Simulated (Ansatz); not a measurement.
## A correction line for HF/def2-TZVPP: atomisation energy

The atomisation energy (no zero-point term) in kJ/mol of 6 molecular compounds of Al: x at HF/def2-TZVPP, y at CCSD(T)/CBS estimate. Shapes, held fixed at every level: PBE0-D4/def2-TZVP. Flexible molecules stand in one conformer, not always the lowest. Programs: Ansatz 0.2.0.

| molecule | x (kJ/mol) | y (kJ/mol) |
| --- | --- | --- |
| Al(SiH3)ClF | 1715 | 2237 |
| AlSiH4SOF (SMILES [F][Al]([SH])[O][SiH3]) | 2406 | 3238 |
| C2H8AlNO2 (SMILES C[N](C)[Al]([OH])[OH]) | 3863 | 5424 |
| C3H9AlO (SMILES CC(C)[O][AlH2]) | 3897 | 5200 |
| C3H9AlO (SMILES C[CH2][Al]([CH3])[OH]) | 3980 | ? |
| C4H11Al (SMILES CC(C)[CH2][AlH2]) | 4469 | 5860 |

Task: Fit y = c + s·x to the known rows and predict y for C3H9AlO (SMILES C[CH2][Al]([CH3])[OH]).

Result: 
1. Means of the 5 rows: x = 3270.00, y = 4391.8.
2. Σ(Δx)² = 5346900, Σ(Δx·Δy) = 7226805, so the slope is 7226805/5346900 = 1.3516.
3. Intercept: 4391.8 − (1.3516) × 3270.00 = -27.9. The largest residual of the fit is 231.
4. C3H9AlO (SMILES C[CH2][Al]([CH3])[OH]): -27.9 + 1.3516 × 3980 = 5351 kJ/mol.

CCSD(T)/CBS estimate gives 5307 kJ/mol, so the prediction is off by +44 kJ/mol, within the largest residual. Uncorrected, HF/def2-TZVPP misses C3H9AlO (SMILES C[CH2][Al]([CH3])[OH]) by -1327 kJ/mol, and the other rows by 1122 on average. The line removes about 95 % of this miss, partly by chance. Hartree–Fock lacks correlation, which doesn't scale simply with the atomisation energy. Left out in turn, the other rows are missed by 166 kJ/mol on average. The CBS estimate extrapolates MP2 from def2-TZVPP and def2-QZVPP and adds CCSD(T) − MP2 in the triple-zeta set, cores frozen.

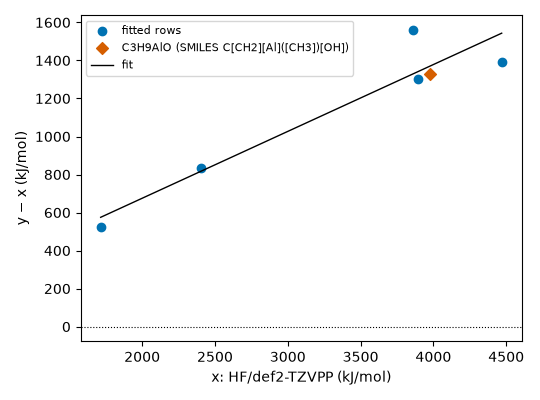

The correction y − x against x, with the fitted line and the withheld molecule.
